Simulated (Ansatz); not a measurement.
# GeSeO: geometry relaxation (part 1 of 3)

- system: GeSeO (slab, 3 atoms in the cell)
- method: DFT, PBE, plane waves, PAW, no spin polarisation (Ansatz 0.2.0)

Figures and captions count atoms from 1; the log counts them from 0 in places.

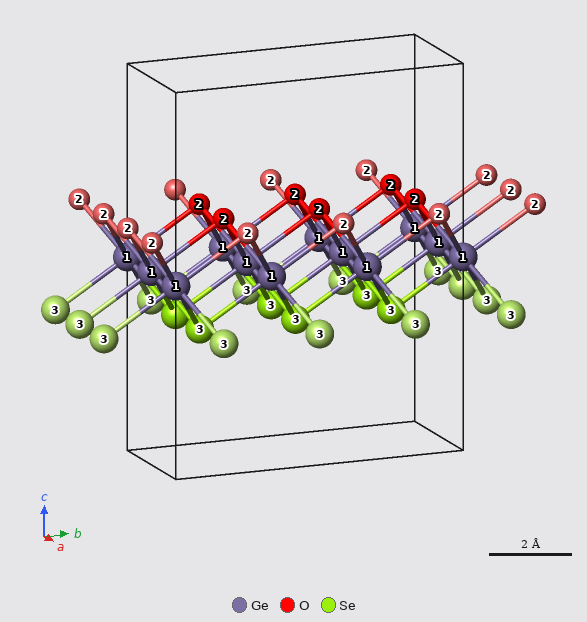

**Figure 1.** The structure as given in the input (ball-and-stick view of the 2 × 3 repeat of the cell, with the vacuum cut short, seen slightly off an axis; neighbours outside the cell are drawn fainter; atoms are numbered from 1 in the order of the input).

### Input
```yaml
crystal:
  lattice:
    - [3.10162719, 0.0, 0.0]
    - [-1.550813595, 2.6860879396, 0.0]
    - [0.0, 0.0, 18.0]
  atoms:
    - { symbol: Ge, position: [0.0, 0.0, 0.5] }
    - { symbol: O, position: [0.3333333333, 0.6666666667, 0.5700171709] }
    - { symbol: Se, position: [0.6666666667, 0.3333333333, 0.4299828291] }
  periodic: [true, true, false]
kpoints:
  mp_grid: { grid: [12, 12, 1] }
hamiltonian:
  xc: pbe
scf:
  occupations: { method: fermi_dirac, width: 0.02 }
relax:
  f_tol: 0.005
  cell: {}
output:
  write_density: true
  write_potential: true
  elf: true
  volumetric_format: npy
```

Launch command:
```bash
ansatz run input.yaml --threads 4 --pin off --max-ram 5529MiB --backend cpu --events-out ev --progress --plain --runs-dir out
```

### Output
```
Warning: crystal.periodic: the lattice vector that does not repeat stood 0.000° off the slab's normal, 18.000 Å along it as the deck builds it. The run solves the slab on a vector along the normal, 28.841 Å long, with every atom where it was (on the deck's vector they left 15.48 Å outside them, and the widest stretch free of ions among them is 1.26 Å). A fractional position that the run reports is one of the run's cell, which starts as this one, and not of the deck's: it goes into a deck with that cell's vectors. The slab on that cell runs as it stands in a deck that lists each atom with its symbol and moment, types crystal.periodic and leaves out crystal.checkpoint, crystal.saddle_side, crystal.structure_sha256, crystal.space_group, crystal.setting, crystal.reduce_to_primitive, crystal.supercell, crystal.defects and each atom's wyckoff. Where those keys changed the vectors of the plane, lay the indices of each lattice_plane and lattice_line anew on these rows. Along the normal they count this vector already. An outside_sphere can name other atoms there (type this run's as sites). In the order of the run's atom list the slab is: crystal.lattice: [[3.10162719, 0.0, 0.0], [-1.550813595, 2.6860879396, 0.0], [0.0, -0.0, 28.841236304800002]]; position: [0.0, 0.0, 0.3120531971960628]; position: [0.3333333333000001, 0.6666666667000001, 0.355751361271999]; position: [0.6666666666999999, 0.33333333330000003, 0.26835503312012654];
crystal.periodic: the lattice vector that does not repeat stood 0.000° off the slab's normal, 18.000 Å along it as the deck builds it. The run solves the slab on a vector along the normal, 28.841 Å long, with every atom where it was (on the deck's vector they left 15.48 Å outside them, and the widest stretch free of ions among them is 1.26 Å). A fractional position that the run reports is one of the run's cell, which starts as this one, and not of the deck's: it goes into a deck with that cell's vectors. The slab on that cell runs as it stands in a deck that lists each atom with its symbol and moment, types crystal.periodic and leaves out crystal.checkpoint, crystal.saddle_side, crystal.structure_sha256, crystal.space_group, crystal.setting, crystal.reduce_to_primitive, crystal.supercell, crystal.defects and each atom's wyckoff. Where those keys changed the vectors of the plane, lay the indices of each lattice_plane and lattice_line anew on these rows. Along the normal they count this vector already. An outside_sphere can name other atoms there (type this run's as sites). In the order of the run's atom list the slab is: crystal.lattice: [[3.10162719, 0.0, 0.0], [-1.550813595, 2.6860879396, 0.0], [0.0, -0.0, 28.841236304800002]]; position: [0.0, 0.0, 0.3120531971960628]; position: [0.3333333333000001, 0.6666666667000001, 0.355751361271999]; position: [0.6666666666999999, 0.33333333330000003, 0.26835503312012654];
Engine: ansatz 0.2.0, aarch64-unknown-linux-gnu
Pseudopotentials: kind: paw
Pseudopotential: Ge, paw, valence charge 14, recommended cutoff 420 eV (normal), Ge.paw.azcp
Pseudopotential: O, paw, valence charge 6, recommended cutoff 420 eV (normal), O.paw.azcp
Pseudopotential: Se, paw, valence charge 16, recommended cutoff 420 eV (normal), Se.paw.azcp
Functional definition: PBE
  parameter kappa = 0.804
  parameter beta = 0.06672455060314922
  exchange = pbe_x(kappa = kappa, mu = beta*pi^2/3)
  correlation = pbe_c(beta = beta)
Crystal: 3 atoms, lattice volume = 240.283 Å³
Basis set: ecut = 420 eV, 4645 PW (Γ), exchange–correlation on 48×48×400 points (8 copies of the dense FFT grid, shifted against one another)
Bands: 22, of which v1, the nominal top of the filled ones, is band 18 counted from 1 (17 counted from 0)
Symmetry: 6 space group operations
Space group: P3m1 (ITA 156), of the structure as read, at distance tolerance 6.2e-5 Å
k-points: 19 of 144 (time reversal used)
Non-local potential: Ge, projectors of the file, l = 0: 2, l = 1: 2, l = 2: 3, l = 3: 1
Non-local potential: O, projectors of the file, l = 0: 2, l = 1: 2, l = 2: 1
Non-local potential: Se, projectors of the file, l = 0: 2, l = 1: 2, l = 2: 3, l = 3: 1
PAW form: soft (Blöchl's): semilocal exchange-correlation on the pseudo side does not see the compensation charge
PAW one-centre angular grid: Ge, 590 points (default); XC on 64 Gauss nodes
PAW one-centre angular grid: O, 110 points (default); XC on 64 Gauss nodes
PAW one-centre angular grid: Se, 590 points (default); XC on 64 Gauss nodes
Initial density: superposition of atomic densities (neutral atoms: chi_scale 0, normalization atom), corrected by the library's trained network
Initial wavefunctions: pseudopotential atomic-orbital guess
Functional: x = pbe(κ = 0.804, μ = 0.2195149727645171), c = pbe(β = 0.06672455060314922)
SCF iter   1: F=—  HF=-10328.215026 eV  |F-HF|=—  |Δ(HF+E_count)|=         —  Δρ=2.77e-3  dr2=1.03e-1  ethr=1.77e-3  ⟨swp⟩=14.8  Hψ=3405  notcnv=0
preconditioner: auto → Resta (q_TF=auto, 1.988 Å⁻¹)  ε∞=1.4  [insulator: Δε(μ)=1.229 eV  Ē_g=18.652 eV  σ=0.020 eV  W_gap=1.00  n_scr=18 (ndim 8)  ℏωp=12.2 eV  f_vac=0.799  D(μ)=0.00/eV (n_scr^D=0)  ε∞_Penn≈1.4  vacuum switching on, ρ_ref=2.5e-2 e/Å³]
SCF iter   2: F=—  HF=-10328.263905 eV  |F-HF|=—  |Δ(HF+E_count)|=   4.89e-2  Δρ=8.01e-3  dr2=5.49e-1  ethr=2.86e-4  ⟨swp⟩=5.2  Hψ=1016  notcnv=0  recentre
SCF iter   3: F=—  HF=-10328.204845 eV  |F-HF|=—  |Δ(HF+E_count)|=   5.91e-2  Δρ=1.04e-3  dr2=4.95e-3  ethr=2.86e-4  ⟨swp⟩=4.8  Hψ=808  notcnv=0
SCF iter   4: F=—  HF=-10328.204660 eV  |F-HF|=—  |Δ(HF+E_count)|=   1.84e-4  Δρ=3.73e-4  dr2=4.00e-4  ethr=1.37e-5  ⟨swp⟩=3.7  Hψ=1046  notcnv=0
SCF iter   5: F=—  HF=-10328.204806 eV  |F-HF|=—  |Δ(HF+E_count)|=   1.46e-4  Δρ=1.51e-4  dr2=3.63e-5  ethr=1.11e-6  ⟨swp⟩=3.4  Hψ=960  notcnv=0
SCF iter   6: F=—  HF=-10328.204792 eV  |F-HF|=—  |Δ(HF+E_count)|=   1.44e-5  Δρ=7.67e-5  dr2=1.50e-5  ethr=1.01e-7  ⟨swp⟩=3.1  Hψ=995  notcnv=0
SCF iter   7: F=—  HF=-10328.204781 eV  |F-HF|=—  |Δ(HF+E_count)|=   1.09e-5  Δρ=2.07e-5  dr2=2.31e-6  ethr=4.17e-8  ⟨swp⟩=3.1  Hψ=1025  notcnv=0
SCF iter   8: F=—  HF=-10328.204780 eV  |F-HF|=—  |Δ(HF+E_count)|=   1.05e-6  Δρ=6.61e-6  dr2=1.08e-7  ethr=6.42e-9  ⟨swp⟩=2.9  Hψ=841  notcnv=0
SCF iter   9: F=-10328.204780 eV  HF=-10328.204780 eV  |F-HF|=2.10e-9  |Δ(HF+E_count)|=   2.76e-8  Δρ=1.47e-6  dr2=5.13e-9  ethr=2.78e-10  ⟨swp⟩=14.8  Hψ=3811  notcnv=0
SCF 1 converged in 9 iterations: F = -10328.204780 eV  dr2 = 5.13e-9
  greatest PAW one-centre occupation: 1.000 electrons in one spin orbital (limit 2), on the Se atom at site 2 (counted from 0), in its partial waves of l = 2
relax step   1: F+E_penalty+E_count = -10328.20478002 eV  Δ(F+E_penalty+E_count) = +0.000e0 eV  max|allowed force component| = 9.933e0 eV/Å  Δτ_max = 0.0000 Å  P = +19.615 N/m  Ω = 240.283 Å³  fix = [c, alpha, beta]  reactions: c +0.000 N/m  (9 SCF iters, dr2 threshold 1.00e-7 eV, accepted)
Crystal: 3 atoms, lattice volume = 264.390 Å³
Basis set: ecut = 420 eV, 5269 PW (Γ), exchange–correlation on 48×48×400 points (8 copies of the dense FFT grid, shifted against one another)
Initial density: handed on by an earlier stage of this run
Initial wavefunctions: those handed on with the density
SCF iter   1: F=—  HF=-10330.354546 eV  |F-HF|=—  |Δ(HF+E_count)|=         —  Δρ=1.27e-2  dr2=1.56e0  ethr=3.10e-3  ⟨swp⟩=10.1  Hψ=2866  notcnv=0
preconditioner: auto → none  [insulator: Δε(μ)=0.536 eV  Ē_g=18.567 eV  σ=0.020 eV  W_gap=1.00  n_scr=16 (ndim 8)  ℏωp=11.6 eV  f_vac=0.799  D(μ)=0.00/eV (n_scr^D=0)  ε∞_Penn≈1.4]
SCF iter   2: F=—  HF=-10331.642840 eV  |F-HF|=—  |Δ(HF+E_count)|=    1.29e0  Δρ=3.23e-2  dr2=1.58e1  ethr=3.10e-3  ⟨swp⟩=7.4  Hψ=1303  notcnv=0  defer=1  recentre
preconditioner: auto → LDOS  [insulator: Δε(μ)=0.061 eV  Ē_g=10.184 eV  σ=0.020 eV  W_gap=0.50  n_scr=16 (ndim 8)  ℏωp=8.5 eV  f_vac=0.799  D(μ)=2.31/eV (n_scr^D=10)  ε∞_Penn≈1.7  β→1.0]
SCF iter   3: F=—  HF=-10330.157014 eV  |F-HF|=—  |Δ(HF+E_count)|=    1.49e0  Δρ=8.19e-3  dr2=4.69e-1  ethr=3.10e-3  ⟨swp⟩=5.6  Hψ=1077  notcnv=0  defer=2
SCF iter   4: F=—  HF=-10330.079455 eV  |F-HF|=—  |Δ(HF+E_count)|=   7.76e-2  Δρ=2.84e-3  dr2=2.18e-2  ethr=1.30e-3  ⟨swp⟩=3.4  Hψ=843  notcnv=0
SCF iter   5: F=—  HF=-10330.074374 eV  |F-HF|=—  |Δ(HF+E_count)|=   5.08e-3  Δρ=7.67e-4  dr2=1.91e-3  ethr=6.05e-5  ⟨swp⟩=3.7  Hψ=935  notcnv=0
SCF iter   6: F=—  HF=-10330.075021 eV  |F-HF|=—  |Δ(HF+E_count)|=   6.47e-4  Δρ=2.45e-4  dr2=3.55e-4  ethr=5.31e-6  ⟨swp⟩=3.6  Hψ=801  notcnv=0
SCF iter   7: F=—  HF=-10330.075092 eV  |F-HF|=—  |Δ(HF+E_count)|=   7.13e-5  Δρ=6.72e-5  dr2=1.21e-5  ethr=9.86e-7  ⟨swp⟩=3.4  Hψ=762  notcnv=0
SCF iter   8: F=—  HF=-10330.075080 eV  |F-HF|=—  |Δ(HF+E_count)|=   1.27e-5  Δρ=1.93e-5  dr2=1.86e-6  ethr=3.36e-8  ⟨swp⟩=3.7  Hψ=969  notcnv=0
SCF iter   9: F=-10330.075080 eV  HF=-10330.075080 eV  |F-HF|=2.28e-7  |Δ(HF+E_count)|=   5.76e-7  Δρ=3.19e-6  dr2=1.80e-8  ethr=8.33e-10  ⟨swp⟩=15.1  Hψ=4339  notcnv=0
SCF 2 converged in 9 iterations: F = -10330.075080 eV  dr2 = 1.80e-8
  Residual-converged pass: ⟨swp⟩=1.1  Hψ=496  notcnv=0  max |occ|·‖R‖ = 7.1e-9 eV (tolerance 1.0e-8 eV)  dr2=1.80e-8  dr2_onsite=7.54e-10  max |Δocc| = 3.4e-10
relax step   2: F+E_penalty+E_count = -10330.07508049 eV  Δ(F+E_penalty+E_count) = -1.870e0 eV  max|allowed force component| = 1.395e0 eV/Å  Δτ_max = 0.1928 Å  P = +3.320 N/m  Ω = 264.390 Å³  energy of the carried Pulay correction = -8.253e-3 eV  fix = [c, alpha, beta]  reactions: c +0.000 N/m  (9 SCF iters, dr2 threshold 3.00e-7 eV, accepted)
Crystal: 3 atoms, lattice volume = 265.343 Å³
Basis set: ecut = 420 eV, 5293 PW (Γ), exchange–correlation on 48×48×400 points (8 copies of the dense FFT grid, shifted against one another)
iter 1 solved again at ethr=5.58e-5 eV; its pass at ethr=3.10e-3 eV (dr2=2.01e-2 eV) is discarded
SCF iter   1: F=—  HF=-10330.163309 eV  |F-HF|=—  |Δ(HF+E_count)|=         —  Δρ=2.97e-3  dr2=1.85e-2  ethr=5.58e-5  ⟨swp⟩=2.7  Hψ=2710  notcnv=0
preconditioner: auto → LDOS  [metal: Δε(μ)=0.041 eV  Ē_g=11.543 eV  σ=0.020 eV  W_gap=0.40  n_scr=16 (ndim 8)  ℏωp=9.1 eV  f_vac=0.796  D(μ)=1.53/eV (n_scr^D=8)  β→1.0]
SCF iter   2: F=—  HF=-10330.161451 eV  |F-HF|=—  |Δ(HF+E_count)|=   1.86e-3  Δρ=1.18e-3  dr2=9.12e-3  ethr=5.15e-5  ⟨swp⟩=3.8  Hψ=1046  notcnv=0
SCF iter   3: F=—  HF=-10330.159825 eV  |F-HF|=—  |Δ(HF+E_count)|=   1.63e-3  Δρ=3.78e-4  dr2=7.02e-4  ethr=2.53e-5  ⟨swp⟩=4.1  Hψ=1005  notcnv=0
SCF iter   4: F=—  HF=-10330.159747 eV  |F-HF|=—  |Δ(HF+E_count)|=   7.77e-5  Δρ=1.27e-4  dr2=1.17e-4  ethr=1.95e-6  ⟨swp⟩=3.6  Hψ=827  notcnv=0
SCF iter   5: F=—  HF=-10330.159732 eV  |F-HF|=—  |Δ(HF+E_count)|=   1.54e-5  Δρ=5.51e-5  dr2=1.65e-5  ethr=3.25e-7  ⟨swp⟩=3.3  Hψ=925  notcnv=0
SCF iter   6: F=—  HF=-10330.159732 eV  |F-HF|=—  |Δ(HF+E_count)|=   4.41e-8  Δρ=1.51e-5  dr2=2.56e-6  ethr=4.59e-8  ⟨swp⟩=2.2  Hψ=786  notcnv=0
SCF iter   7: F=-10330.159733 eV  HF=-10330.159733 eV  |F-HF|=1.16e-7  |Δ(HF+E_count)|=   4.27e-7  Δρ=4.21e-6  dr2=1.09e-7  ethr=8.33e-10  ⟨swp⟩=12.3  Hψ=4193  notcnv=0
SCF 3 converged in 7 iterations: F = -10330.159733 eV  dr2 = 1.09e-7
relax step   3: F+E_penalty+E_count = -10330.15973264 eV  Δ(F+E_penalty+E_count) = -8.465e-2 eV  max|allowed force component| = 8.383e-1 eV/Å  Δτ_max = 0.0532 Å  P = +1.244 N/m  Ω = 265.343 Å³  energy of the carried Pulay correction = -8.563e-3 eV  fix = [c, alpha, beta]  reactions: c +0.000 N/m  (7 SCF iters, dr2 threshold 3.00e-7 eV, accepted)
Crystal: 3 atoms, lattice volume = 264.202 Å³
Basis set: ecut = 420 eV, 5245 PW (Γ), exchange–correlation on 48×48×400 points (8 copies of the dense FFT grid, shifted against one another)
iter 1 solved again at ethr=1.02e-4 eV; its pass at ethr=3.10e-3 eV (dr2=3.67e-2 eV) is discarded
SCF iter   1: F=—  HF=-10330.203625 eV  |F-HF|=—  |Δ(HF+E_count)|=         —  Δρ=3.12e-3  dr2=3.15e-2  ethr=1.02e-4  ⟨swp⟩=2.0  Hψ=2791  notcnv=0
preconditioner: auto → LDOS  [insulator: Δε(μ)=0.047 eV  Ē_g=11.390 eV  σ=0.020 eV  W_gap=0.52  n_scr=16 (ndim 8)  ℏωp=9.1 eV  f_vac=0.792  D(μ)=2.40/eV (n_scr^D=10)  ε∞_Penn≈1.6  β→1.0]
SCF iter   2: F=—  HF=-10330.200555 eV  |F-HF|=—  |Δ(HF+E_count)|=   3.07e-3  Δρ=1.21e-3  dr2=4.80e-3  ethr=8.75e-5  ⟨swp⟩=4.4  Hψ=918  notcnv=0
SCF iter   3: F=—  HF=-10330.199967 eV  |F-HF|=—  |Δ(HF+E_count)|=   5.87e-4  Δρ=4.75e-4  dr2=1.04e-3  ethr=1.33e-5  ⟨swp⟩=3.1  Hψ=850  notcnv=0
SCF iter   4: F=—  HF=-10330.199839 eV  |F-HF|=—  |Δ(HF+E_count)|=   1.28e-4  Δρ=1.51e-4  dr2=9.17e-5  ethr=2.90e-6  ⟨swp⟩=2.7  Hψ=808  notcnv=0
SCF iter   5: F=—  HF=-10330.199869 eV  |F-HF|=—  |Δ(HF+E_count)|=   3.02e-5  Δρ=4.37e-5  dr2=4.16e-6  ethr=2.55e-7  ⟨swp⟩=2.8  Hψ=757  notcnv=0
SCF iter   6: F=—  HF=-10330.199868 eV  |F-HF|=—  |Δ(HF+E_count)|=   9.77e-7  Δρ=1.15e-5  dr2=3.70e-7  ethr=1.16e-8  ⟨swp⟩=3.3  Hψ=968  notcnv=0
SCF iter   7: F=-10330.199869 eV  HF=-10330.199869 eV  |F-HF|=1.16e-8  |Δ(HF+E_count)|=   5.72e-7  Δρ=3.67e-6  dr2=1.35e-7  ethr=8.33e-10  ⟨swp⟩=14.1  Hψ=3665  notcnv=0
SCF 4 converged in 7 iterations: F = -10330.199869 eV  dr2 = 1.35e-7
  Residual-converged pass: ⟨swp⟩=1.0  Hψ=494  notcnv=0  max |occ|·‖R‖ = 6.9e-9 eV (tolerance 1.0e-8 eV)  dr2=1.35e-7  dr2_onsite=3.63e-9  max |Δocc| = 5.1e-11
relax step   4: F+E_penalty+E_count = -10330.19986897 eV  Δ(F+E_penalty+E_count) = -4.014e-2 eV  max|allowed force component| = 2.515e-1 eV/Å  Δτ_max = 0.0686 Å  P = -0.077 N/m  Ω = 264.202 Å³  energy of the carried Pulay correction = -8.192e-3 eV  fix = [c, alpha, beta]  reactions: c -0.000 N/m  (7 SCF iters, dr2 threshold 3.00e-7 eV, accepted)
Crystal: 3 atoms, lattice volume = 263.197 Å³
Basis set: ecut = 420 eV, 5221 PW (Γ), exchange–correlation on 48×48×400 points (8 copies of the dense FFT grid, shifted against one another)
iter 1 solved again at ethr=1.31e-5 eV; its pass at ethr=3.10e-3 eV (dr2=4.73e-3 eV) is discarded
```
